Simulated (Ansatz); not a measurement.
The parent structure is InAs in the zinc blende structure (space group F-43m, No. 216; a = 6.0874 Å).

One thing is altered: every In is replaced by Al, then cell and atoms are relaxed.

Method: PBEsol (Ansatz, a quantum-chemistry and plane-wave program, PAW, no spin-orbit coupling), earlier PAW set.

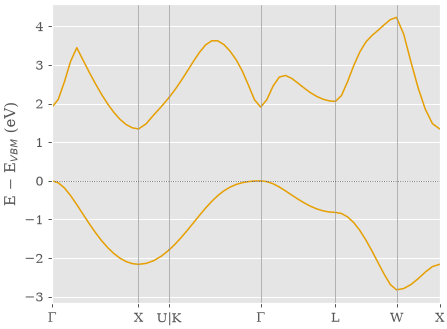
Highest valence and lowest conduction band along the path of the changed cell's own zone

Question: From the figure, how large is the changed gap, and is it direct?

Answer: About 1.3 eV, indirect, Γ → X.

No phonon test of stability was made. The final runs are not spin-polarised.
